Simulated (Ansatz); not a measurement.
# GaN, response to strain

The parent structure is GaN in the wurtzite structure (space group P6_3mc, No. 186; a = 3.183 Å, c = 5.184 Å).

Strains are applied to the cell and any free atomic positions relax.

All numbers come from plane-wave PAW DFT at the r2SCAN level (Ansatz, an electronic-structure program, 500 eV), spin-orbit coupling left out.

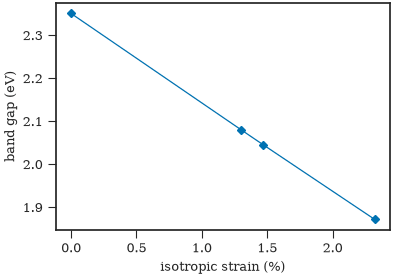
Figure: Band gap against isotropic strain

Problem. From the plot, what is the band gap for isotropic strain +2.32 %?

Solution. About 1.87 eV.

Problem. Is the trend monotonic over the range shown?

Solution. Yes, it falls throughout, spanning 1.87 eV to 2.35 eV.

No phonon test of stability was made.
